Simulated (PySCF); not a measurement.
**C$_{4}$H$_{8}$GeO (SMILES [GeH3][O]C1=CCC1): density, localisation and related maps**

```tsv
atom	x (Å)	y (Å)	z (Å)
Ge	2.2979	0.4441	0.7100
O	0.6990	1.2677	0.5207
C	-0.4188	0.5455	0.4818
C	-0.7593	-0.7577	0.5671
C	-2.2321	-0.4502	0.4015
C	-1.8223	1.0506	0.3041
H	2.4753	-0.5232	-0.4717
H	2.2926	-0.3049	2.0524
H	3.3004	1.6002	0.6832
H	-0.2085	-1.6907	0.7055
H	-2.8761	-0.6882	1.2650
H	-2.7095	-0.8478	-0.5101
H	-2.1978	1.6968	1.1139
H	-2.0301	1.5343	-0.6641
```

Geometry: PBE0-D3(BJ)/def2-SVP.

These are results of CAM-B3LYP/def2-SVPD, SCF density, gas phase (PySCF), not measurements.

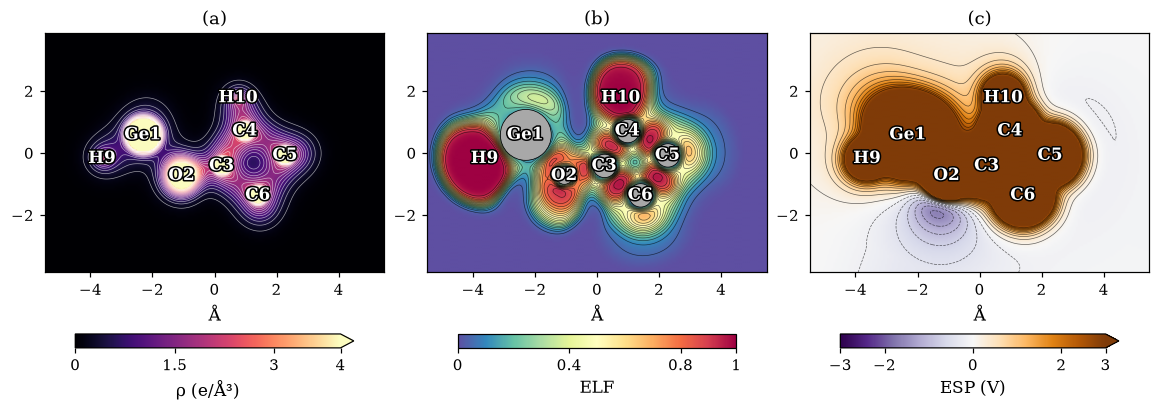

Figure 1. (a) total electron density; (b) ELF; (c) electrostatic potential on the plane of atoms O2, C3 and C6. Grey discs cover the atomic cores in the ELF map.

> What does the map show?

- The section cuts through Ge, O, C and H sites.
- C–O (1.33 Å): ρ is about 2.5 e/Å³ halfway; the ELF peaks at about 0.90 between the atoms (a polar covalent bond).
- C–C (1.35 Å): the density is about 2.2 e/Å³ at the midpoint; the ELF peaks at about 0.90 between the atoms: a covalent bond.
- Ge–O (1.81 Å): the density is about 0.89 e/Å³ at the midpoint; the ELF peaks at about 0.85 in the valence shell of O, 0.6 Å from its nucleus, and is about 0.35 at the midpoint.
- C–H (1.09 Å): the density is about 1.9 e/Å³ at the midpoint; the ELF climbs to about 1 towards the hydrogen, as it does in any bond to H: a covalent bond by its length.
- C–C (1.50 Å): the density is about 1.7 e/Å³ at the midpoint; the ELF peaks at about 0.95 between the atoms; localised, covalent bonding.
- The ELF also peaks beside O2, away from the bonds: lone-pair regions.
- Outside the dense part of the molecule the potential is most negative (−1.6 V) near O2.

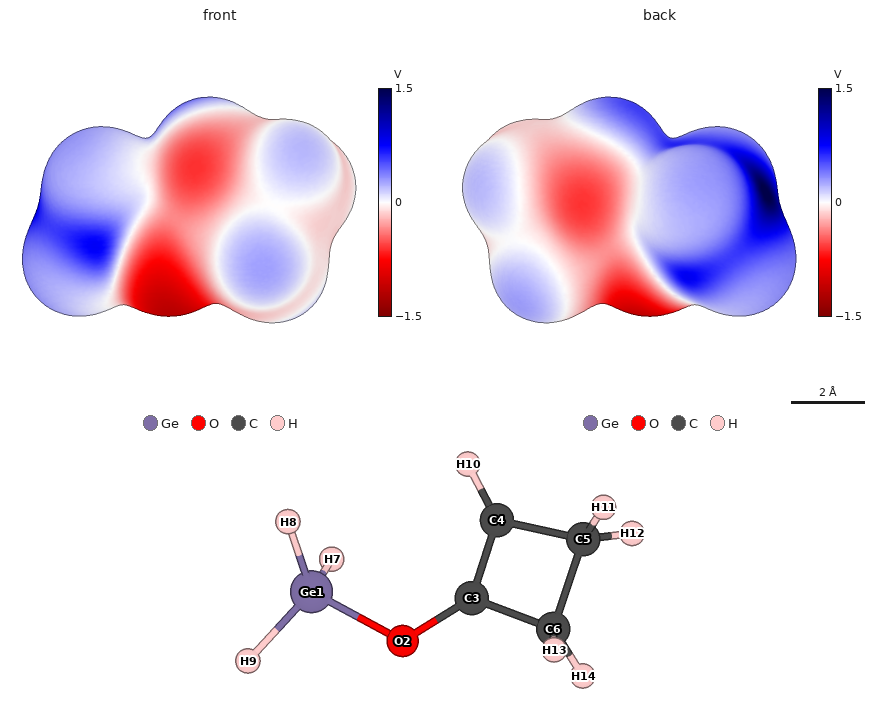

Figure 2. The molecular electrostatic potential painted on the density surface at 0.001 e/bohr³, seen from the front and from behind; red is negative and blue positive. The bare structure is drawn below in the same view.

> Describe the electrostatic potential map.

The most negative region (about −1.1 V) lies over O2, the most positive (about +1.4 V) over Ge1. O2 is the likeliest acceptor of a hydrogen bond.

> How polar is the molecule by this calculation?

Its dipole moment is 1.40 D.
